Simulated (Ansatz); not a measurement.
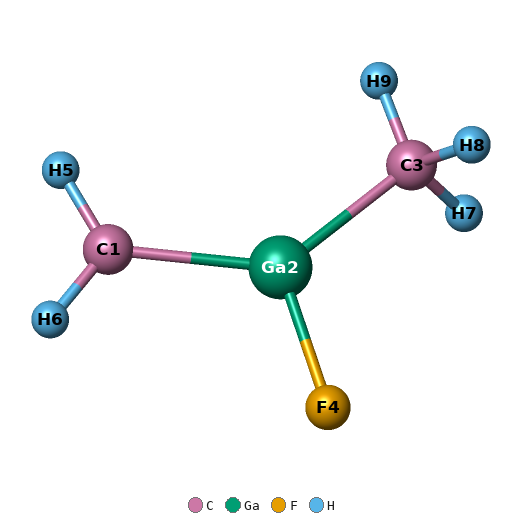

Charge 0, doublet. Harmonic vibrations computed with UKS PBE0-D4/def2-TZVP (Ansatz 0.2.0) at a stationary point of the same level.

How many imaginary frequencies does it have?

Answer. A minimum: no imaginary frequency, and the lowest mode lies at 35 cm⁻¹.

List the wavenumbers.

Answer. 21 modes: 35, 141, 169, 183, 206, 569, 603, 651, 657, 674, 706, 764, 1231, 1376, 1447, 1447, 3060, 3137, 3143, 3159, 3239 cm⁻¹.
